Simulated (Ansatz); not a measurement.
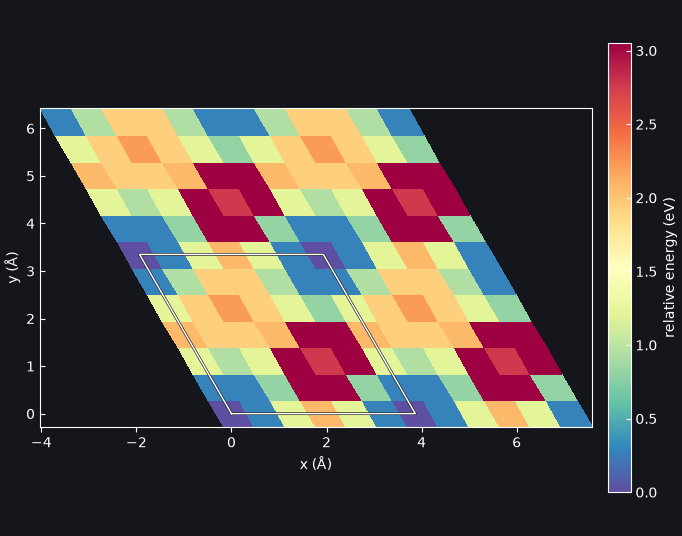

Energy landscape of F on a Si(111) slab cut from the Fd-3m phase, its upper half relaxed before the scan (4 atoms of substrate and one adsorbate in a 1 × 1 cell). F is moved over the surface cell; relaxed at each place: the height of the adsorbate's atoms; substrate rigid; the origin of the map has the adsorbate above Si4. Places are given modulo a cell vector. The map is drawn in real space over the plane of the surface. Grid: 6 × 6 points; 10 points were computed and 26 follow by symmetry. Energies are in eV, from the lowest grid point. Energies and slopes of some neighbouring points disagree (a jump in structure or state, or too coarse a mesh). At some places the adsorbate sinks to or below the level of the top layer. The magnetic moment jumps between some neighbouring points. With one adsorbate in each 1 × 1 cell, its nearest image is 3.9 Å away, so neighbouring adsorbates interact. Computed with DFT PBE, scalar-relativistic, plane waves, PAW in Ansatz 0.2.0. Settings: cutoff 420 eV, k-mesh 9×9×1, gaussian smearing 0.05 eV, spin-polarised.

In the figure: one coloured cell a grid point, the outline of one cell of the 2 × 2 shown. 

Where are the lowest and the highest points?

The lowest grid point is at the top site over a surface Si atom, (0/6, 0/6) of the cell vectors. The highest grid point, a place at or below the level of the top layer, (3/6, 1/6) of the cell vectors, lies 3.05 eV above the lowest. At the lowest point the adsorbate has 1 Si at 1.63 Å as nearest neighbours, at the highest 1 Si at 1.88 Å. Its relaxed height above the top atom is 1.63 Å at the lowest and −2.17 Å at the highest point.

The values on the grid:

```csv
"second ↓, first →",0/6,1/6,2/6,3/6,4/6,5/6
5/6,0.27,0.95,1.93,1.93,0.95,0.27
4/6,1.21,1.93,2.22,1.93,1.21,0.82
3/6,2.06,1.93,1.93,2.06,3.05,3.05
2/6,1.21,0.95,1.21,3.05,2.77,3.05
1/6,0.27,0.27,0.82,3.05,3.05,0.82
0/6,0.00,0.27,1.21,2.06,1.21,0.27
```

The whole map (10 points run) took 41 min on 1 thread of Arm Neoverse V1 (shared host).

PAW datasets: the set soft_1.
